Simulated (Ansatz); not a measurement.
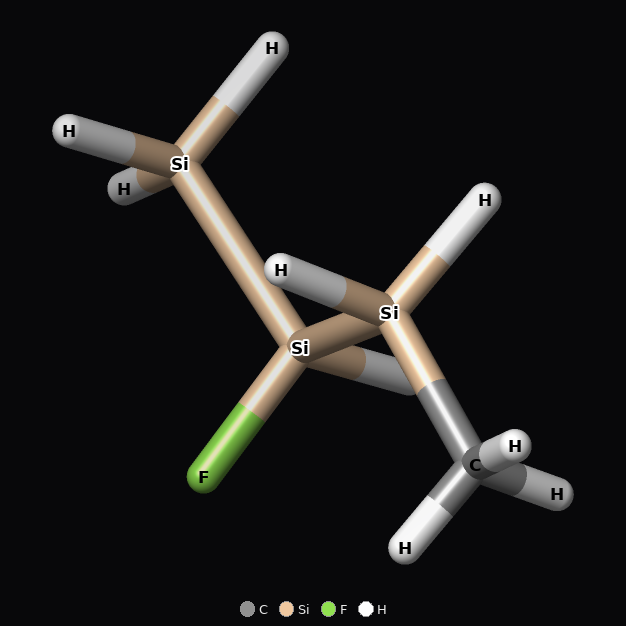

The geometry was computed by an optimisation with PBE0-D4/def2-TZVP. No frequency run is at hand to confirm it as a minimum. Properties computed with RKS r2SCAN-D4/def2-TZVPP (Ansatz 0.2.0).

### What is the HOMO energy (Kohn–Sham orbital)?

−6.80 eV.

### Estimate the dispersion correction.

−8.0 kJ/mol.

### What is the LUMO energy (Kohn–Sham orbital)?

−1.48 eV.

### What is the dipole moment?

1.33 D.
